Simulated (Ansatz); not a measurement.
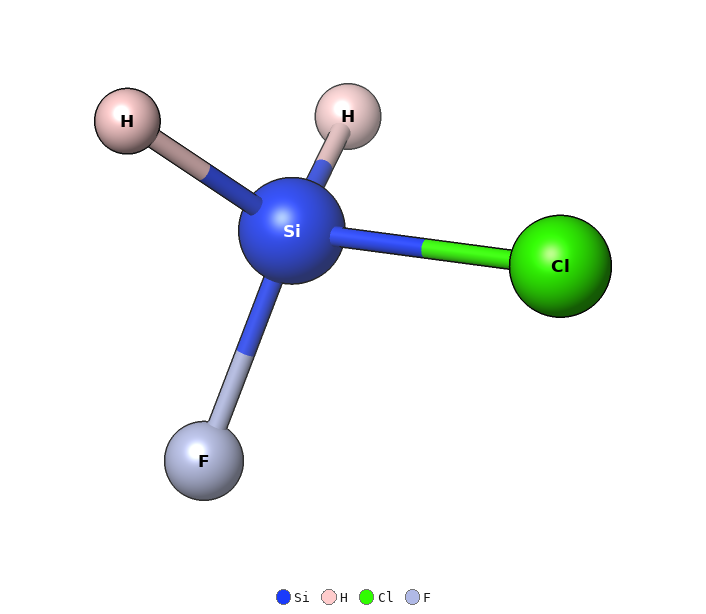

Depth is shown by fading: the farther an atom, the more it takes the colour of the background. The geometry was computed by an optimisation with PBE0-D4/def2-TZVP.

Q: Which symmetry elements does this geometry have?

A: It has 1 mirror plane, so the point group is Cs. The group has 2 operations. The geometry is achiral, and symmetry allows a dipole moment.
